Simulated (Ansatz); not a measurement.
```
CELL_PARAMETERS angstrom
3.74591 0.00000 0.00000
-1.87296 3.24406 0.00000
0.00000 0.00000 7.45882
ATOMIC_POSITIONS crystal
Mg 0.66667 0.33333 0.20897
Be 0.33333 0.66667 0.64499
S 0.33333 0.66667 0.37918
S 0.00000 0.00000 0.02011
S 0.00000 0.00000 0.73675
```

Space group P3m1; a generated structure, not necessarily the stable one.

These are results of DFT r2SCAN, scalar-relativistic, plane waves, PAW in Ansatz, not measurements.

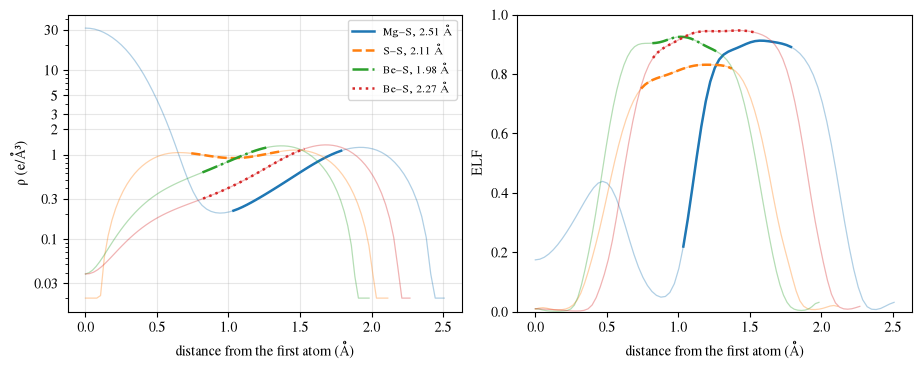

MgBeS$_{3}$. Valence pseudo-density and electron localisation function along straight lines between neighbouring atoms. Thin, pale parts lie inside the atomic spheres.

In a PAW calculation such maps are meaningful between the atoms, not at the nuclei.

**What can be read from the curves?**

Mg–S (2.51 Å): ρ is about 0.34 e/Å³ halfway; the ELF peaks at about 0.90 in the valence shell of S, 0.9 Å from its nucleus, and falls to about 0.05 next to Mg: a closed-shell, largely ionic contact.
S–S (2.11 Å): the density is about 0.91 e/Å³ at the midpoint; the ELF peaks at about 0.85 between the atoms; a covalent bond.
Be–S (1.98 Å): the density is about 0.82 e/Å³ at the midpoint; the ELF peaks at about 0.95 in the valence shell of S, 1.0 Å from its nucleus, and is about 0.90 at the midpoint.
Be–S (2.27 Å): the density is about 0.52 e/Å³ at the midpoint; the ELF peaks at about 0.95 in the valence shell of S, 0.9 Å from its nucleus, and is about 0.95 at the midpoint.
